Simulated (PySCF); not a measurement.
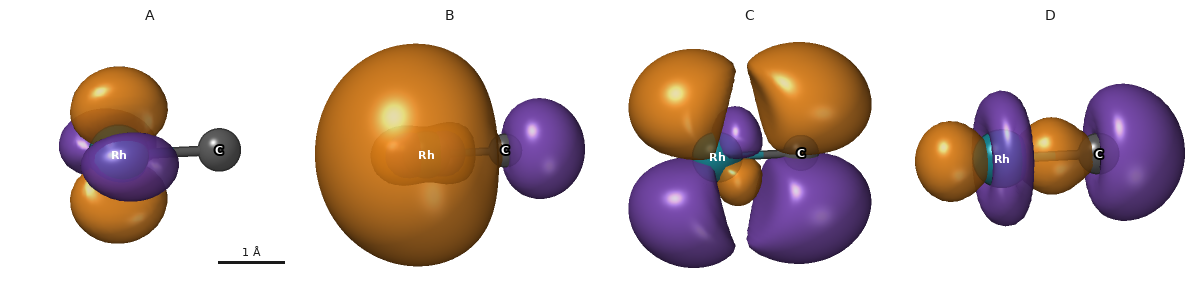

Figure 1: RhC (doublet). Four frontier β-spin orbitals, each drawn at the value that holds 80 % of its norm (orange and purple are the two phases), in no order; of a degenerate pair one member is drawn.

Core potentials replace the inner electrons of Rh.

Computed with PBE0/def2-TZVPP, non-relativistic Hamiltonian with scalar-relativistic core potentials where named, at a bond length of 1.591 Å in PySCF 2.14.0.

Name the orbitals and rank them from lowest to highest energy.

Answer. Orbital D: σ, occupied in this spin, −9.11 eV; shared between the atoms (Rh 45 %, C 55 %).
Orbital A: δ, occupied in this spin, −7.14 eV; almost wholly on Rh.
Orbital B: σ, empty in this spin, −2.83 eV; mainly on Rh (80 %).
Orbital C: π, empty in this spin, −1.90 eV; antibonding, with a node between the atoms.
